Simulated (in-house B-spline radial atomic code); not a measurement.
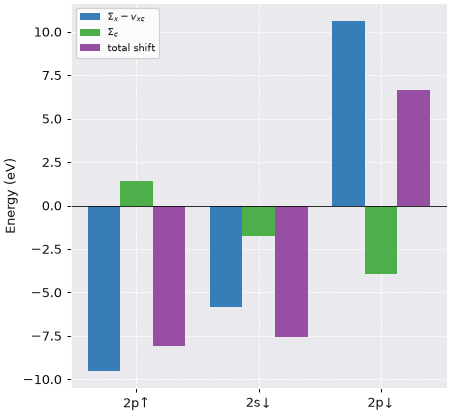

Parts of the G₀W₀ correction to each level for F²⁺ ([He] 2s² 2p³). All-electron spherical atom, scalar X2C, HSE06 start, no spin-orbit coupling, Breit or QED terms; computed with a B-spline radial code. The quasi-particle equation is solved at full frequency; levels of low quasi-particle weight Z are left out.

Give the quasi-particle levels and their parts.

Answer. G₀W₀ moves the highest occupied level, 2p↑, from −54.38 to −62.48 eV (renormalisation factor Z = 0.94); the semi-empirical removal energy is 62.71 eV, so the error is −0.22 eV. The empty level 2p↓ goes from −41.75 to −35.09 eV.

```json
{"Level": "2p↑", "Mean field (eV)": "−54.38", "Σx − vxc (eV)": "−9.52", "Σc (eV)": "1.41", "Z": "0.94", "G₀W₀ (eV)": "−62.48"}
{"Level": "2s↓", "Mean field (eV)": "−65.22", "Σx − vxc (eV)": "−5.82", "Σc (eV)": "−1.75", "Z": "0.95", "G₀W₀ (eV)": "−72.79"}
{"Level": "2p↓", "Mean field (eV)": "−41.75", "Σx − vxc (eV)": "10.63", "Σc (eV)": "−3.96", "Z": "0.95", "G₀W₀ (eV)": "−35.09"}
```
